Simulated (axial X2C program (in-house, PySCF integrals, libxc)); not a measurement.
**GaCO: bond lengths and stretches, held linear**

How do method and spin–orbit coupling move the bonds and stretches of GaCO, held linear?

Method: all-electron X2C, two-component (2c) or spin-free, Ga dyall-v3z, C dyall-v3z, O dyall-av3z; program: an in-house X2C program for linear molecules on PySCF integrals.

All values are calculated.

2 further runs of the same task are left out: 2 set aside as unsound or not needed.

## 1. Input

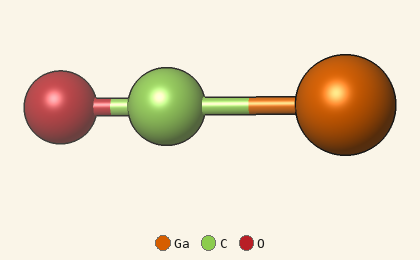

The atoms on one line, bonds 1.940 and 1.150 Å (gallium orange, carbon green, oxygen red).

task.json

```json
{"zs": [31, 6, 8], "q": 0, "bas": ["dyall-v3z", "dyall-v3z", "dyall-av3z"], "r0": [1.94, 1.15], "symm": 0, "scan": ["PBE0", "HF", "TPSSh"], "levels": ["PBE0", "HF", "PBE"], "nst": 2}
```

Keys: zs atomic numbers; q charge; bas basis sets; r0 starting distance in Å; symm equal bonds; scan levels of the two-bond scan; levels methods; nst determinants followed.

Command:

```console
> python solin.py task.json out
```

Masses Ga 68.926, C 12.000, O 15.995 u.

## 2. Scan at PBE0, 2c

State: Ω = 1/2 (beyond evenly filled blocks: ω = 1/2). Energies above the lowest point, from the job's result record:

```
r(Ga–C) (Å)  r(C–O) (Å)  E (meV)
     2.1431      1.1173    53.54
     2.1431      1.1460     6.19
     2.1431      1.1746    43.87
     2.1980      1.1173    41.93
     2.1980      1.1460     0.00
     2.1980      1.1746    42.69
     2.1980      1.2033   154.37
     2.2529      1.1173    42.27
     2.2529      1.1460     5.83
     2.2529      1.1746    53.68
     2.3079      1.1460    20.21
     2.3079      1.2033   194.69
```

A quadratic surface with cubic terms in each bond gives the minimum at 2.198 and 1.145 Å, force constants 0.636, 16.6 and coupling 0.52 mdyn/Å.

## 3. Scan at TPSSh, 2c

State: Ω = 1/2 (beyond evenly filled blocks: ω = 1/2). Energies above the lowest point, from the job's result record:

```
r(Ga–C) (Å)  r(C–O) (Å)  E (meV)
     2.1431      1.1173    78.61
     2.1431      1.1460    10.32
     2.1431      1.1746    27.09
     2.1980      1.1173    63.54
     2.1980      1.1460     0.00
     2.1980      1.1746    21.17
     2.1980      1.2033   111.30
     2.2529      1.1173    61.43
     2.2529      1.1460     2.68
     2.2529      1.1746    28.32
     2.3079      1.1460    14.97
     2.3079      1.2033   143.62
```

A quadratic surface with cubic terms in each bond gives the minimum at 2.209 and 1.152 Å, force constants 0.653, 15.8 and coupling 0.45 mdyn/Å.

## 4. Scan at PBE0, spin-free

State: M_S = 1/2, Λ = 1 (beyond evenly filled blocks: π+α). Energies above the lowest point, from the job's result record:

```
r(Ga–C) (Å)  r(C–O) (Å)  E (meV)
     2.1431      1.1173    53.65
     2.1431      1.1460     5.50
     2.1431      1.1746    42.39
     2.1980      1.1173    42.72
     2.1980      1.1460     0.00
     2.1980      1.1746    41.89
     2.1980      1.2033   152.76
     2.2529      1.1173    43.79
     2.2529      1.1460     6.58
     2.2529      1.1746    53.62
     2.3079      1.1460    21.75
     2.3079      1.2033   194.61
```

A quadratic surface with cubic terms in each bond gives the minimum at 2.194 and 1.145 Å, force constants 0.651, 16.6 and coupling 0.52 mdyn/Å.

## 5. Comparison

| level | r(Ga–C) (Å) | r(C–O) (Å) | lower stretch (cm⁻¹) | upper stretch (cm⁻¹) |
| --- | --- | --- | --- | --- |
| PBE0, 2c | 2.198 | 1.145 | 232.6 | 2004.5 |
| TPSSh, 2c | 2.209 | 1.152 | 235.9 | 1961.2 |
| PBE0, spin-free | 2.194 | 1.145 | 235.3 | 2002.0 |
| TPSSh, spin-free | 2.205 | 1.152 | 238.2 | 1958.9 |

Scans not shown above were run alike.

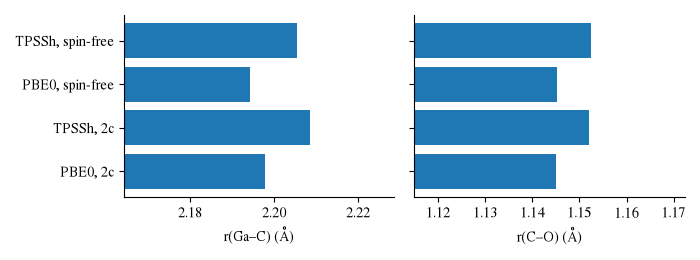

The two bond lengths by level.

**Reading.** Over the levels the Ga–C bond spans 2.194 to 2.209 Å and the C–O bond 1.145 to 1.152 Å. At PBE0 going from spin-free to two-component moves the bonds by +0.004 and -0.000 Å. Each state is one determinant, the lowest of a limited PBE0 search; the stretches come from a fit to few points and are good to some per cent at best. The molecule was held linear; bending was not examined, so a bent shape may lie lower. Note: functional without a current term on a determinant with orbital currents, of the molecule or an atom.
